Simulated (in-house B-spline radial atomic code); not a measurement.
In⁵⁺, Sn⁵⁺, Sb⁵⁺, Te⁵⁺, I⁵⁺, Xe⁵⁺, Cs⁵⁺, Ba⁵⁺, La⁵⁺, Ce⁵⁺, Pr⁵⁺, Nd⁵⁺, Pm⁵⁺, Sm⁵⁺, Eu⁵⁺ and Gd⁵⁺. Level of theory: Hartree–Fock ΔSCF; calculated with a radial B-spline solver. Open p, d and f shells are averaged over both j, so the values don't run from ground level to ground level. Some pairs of configurations differ by more than the removed electron.

A figure with this caption is to be made: «Ionisation energies with and without relativity, with NIST's values as crosses.» What will it show?

With relativity the highest value is 98.42 eV (Sb⁵⁺) and the lowest 64.43 eV (Xe⁵⁺). Relativity matters most for Sm⁵⁺ ([Xe] 4f3 → [Kr] 4d10 4f4 5s2 5p4), where it raises the value from 88.93 eV to 96.39 eV (NIST 87.00 eV, tabulated theory). Many of NIST's values for such ions are themselves theory.

The result:

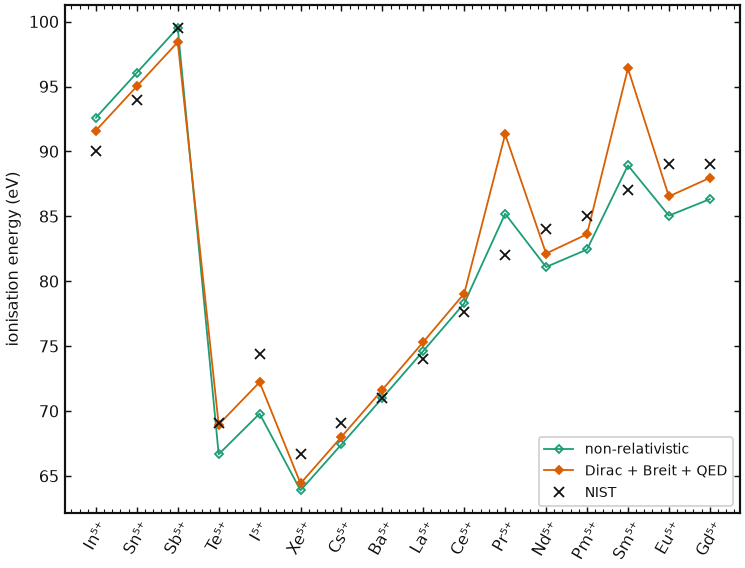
